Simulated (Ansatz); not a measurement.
CH5As: several calculations on one system

## 1. Relaxation

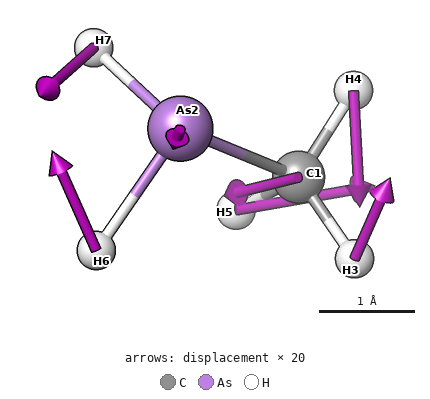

This is a relaxation of CH₅As. The starting structure is drawn; purple arrows show the displacements, magnified 20 times. The two geometries are superimposed by the best rigid fit.

The picture is a ball-and-stick view, seen at a tilt.

The run prepares an end point of a later path (hydrogen shift) calculation, from a guessed geometry.

These are results of RKS r2SCAN-D4/def2-TZVP in Ansatz, not measurements. Set-up: no spin polarisation; force threshold 0.02 eV/Å; at most 50 steps.

Describe the change and its energy.

Answer. After 3 geometry steps the energy has fallen by 4.50 kcal/mol. The largest force component goes from 1.9 to 0.014 eV/Å. The largest move after the best rigid fit is that of H5, 0.079 Å. Largest moves by element: H 0.079 Å, C 0.063 Å, As 0.017 Å. Near-neighbour distances that change, for instance: C1–H5 1.173 → 1.088 Å, As2–H6 1.566 → 1.523 Å, As2–H7 1.559 → 1.523 Å, C1–H4 1.119 → 1.090 Å. Among the angles between lasting bonds that change: H3–C1–H4 115.8° → 108.5°, As2–C1–H5 106.8° → 112.3°, H3–C1–H5 105.7° → 109.6°.

## 2. Relaxation

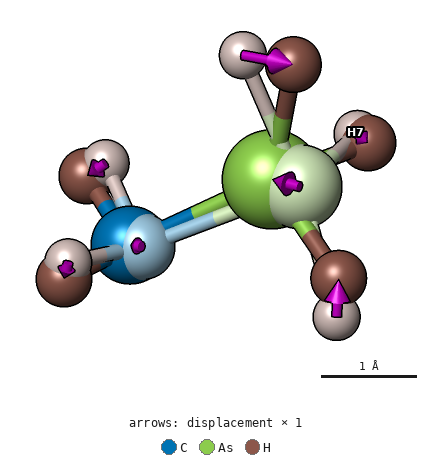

This is a relaxation of CH₅As. The starting structure is drawn faded, the final one solid; purple arrows show the displacements, at their true length. The two geometries are superimposed by the best rigid fit.

Style: ball-and-stick. Shown at a tilt.

The run prepares an end point of a later path (hydrogen shift) calculation, from a guessed geometry.

Theory: RKS r2SCAN-D4/def2-TZVP (Ansatz).

Input file:
```yaml
crystal:
  periodic: [false, false, false]
  atoms:
    - { symbol: C, position_ang: [-0.0136, -0.7793, -0.2234] }
    - { symbol: As, position_ang: [0.7436, 0.8114, 0.6704] }
    - { symbol: H, position_ang: [-0.2983, -1.5308, 0.4943] }
    - { symbol: H, position_ang: [2.08519, 0.15892, 0.96163] }
    - { symbol: H, position_ang: [-1.011, -0.4364, -0.7363] }
    - { symbol: H, position_ang: [-0.6142, 1.2344, 1.325] }
    - { symbol: H, position_ang: [0.5432, 1.7398, -0.5658] }
basis:
  gaussian: { orbitals: def2-TZVP }
hamiltonian:
  xc: r2scan
  dispersion: d4
relax:
  f_tol: 0.02
  max_steps: 50
```

Run as
```bash
ansatz run input.yaml --threads 2 --pin off --max-ram 3072MiB --backend cpu --events-out ev --progress --plain --runs-dir out
```

Question: What happened in the run?

Answer: The energy falls by 2.318 eV in 8 geometry steps. Largest force component: 3.3 eV/Å at the start, 0.0084 eV/Å at the end. The atom that moves furthest after the best rigid fit is H6 (0.64 Å). By element the largest moves are H 0.64 Å, As 0.37 Å, C 0.17 Å. Some distances before and after: C1–As2 1.975 → 1.818 Å, C1–H5 1.173 → 1.090 Å, As2–H7 1.559 → 1.502 Å, As2–H4 1.520 → 1.502 Å. Among the angles between lasting bonds that change: H4–As2–H6 143.3° → 97.6°, C1–As2–H6 94.3° → 132.6°, H4–As2–H7 121.4° → 103.9°. Cost: 7.8 s on 2 threads of AMD EPYC 9R45 (Zen 5), with other jobs on the host, peak memory 0.2 GiB.

## 3. Path

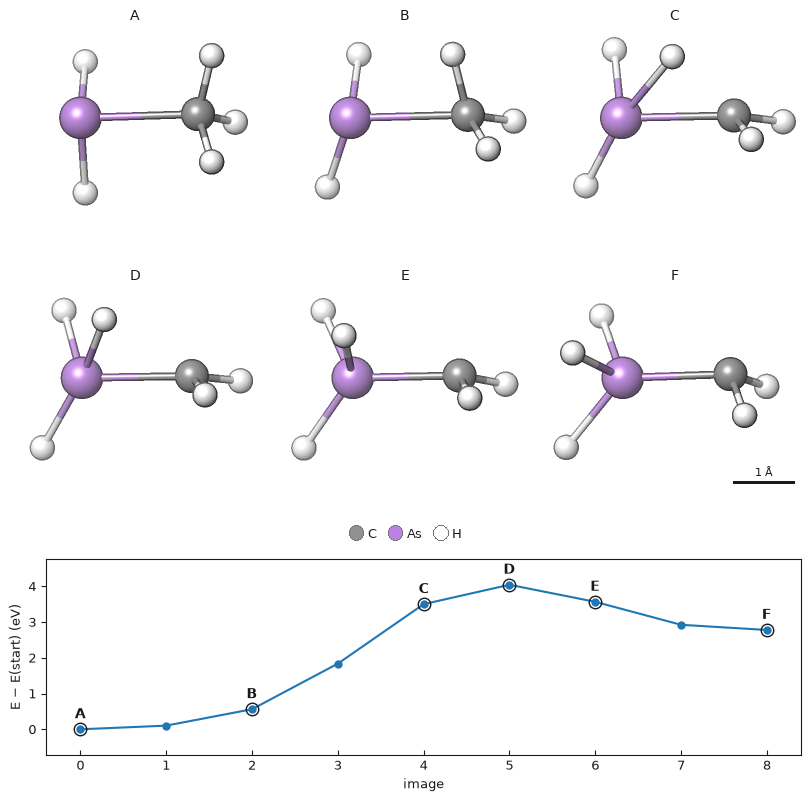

NEB run on CH₅As. Images are numbered from 0 (start) to 8 (end). Frames A to F are images 0, 2, 4, 5, 6, 8. Style: ball-and-stick. Shown at a tilt.

Computed with RKS r2SCAN-D4/def2-TZVP (Ansatz 0.2.0). Settings: 7 movable images; climbing image; force threshold 0.05 eV/Å; iteration limit 60; starting path through a guess of the saddle point.

**What happens along the path, and what is the barrier?**

The energy climbs by 4.04 eV to image 5 and then falls by 1.26 eV, so the end point sits at +2.78 eV. A hydrogen atom shifts from one atom to another. Breaking: C–H (1.09 → 2.74 Å). Forming: As–H (2.54 → 1.50 Å). The band converged in 11 iterations, with a climbing image at the top. At the top, the vibrational analysis gives one imaginary mode (1019i cm⁻¹), as a transition state must have.

The run took 59 s on 2 threads of AMD EPYC 9R45 (Zen 5), on a shared host, peak memory 0.2 GiB.
